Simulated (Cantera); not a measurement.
A closed system holds: 1 mol Pb, 0.019 mol O2, 22 mol N2, equilibrated at 1.00 Torr.

Equilibrium computed with Cantera from the NASA thermochemical tables; the gas is ideal and each condensed phase is pure. Candidate condensed phases: Pb, PbO, PbO2, Pb3O4; 12 gas species. Mutual solubility and eutectic melting of coexisting phases are not modelled. Kinetics and transport are ignored.

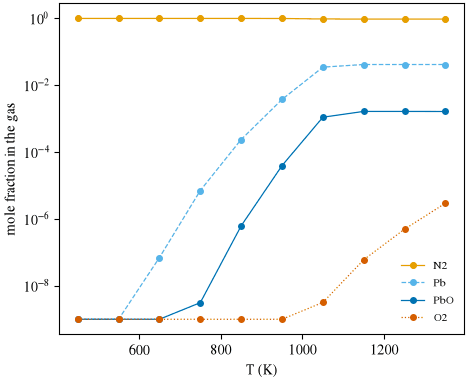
*Equilibrium gas composition (values under 1e-9 drawn at 1e-9)*

From 450 K to 550 K the condensed part is Pb(s) + PbO(red). From 650 K to 750 K the condensed part is Pb(l) + PbO(red). From 850 K to 1050 K the condensed part is Pb(l) + PbO(yellow). From 1150 K to 1350 K nothing is condensed.
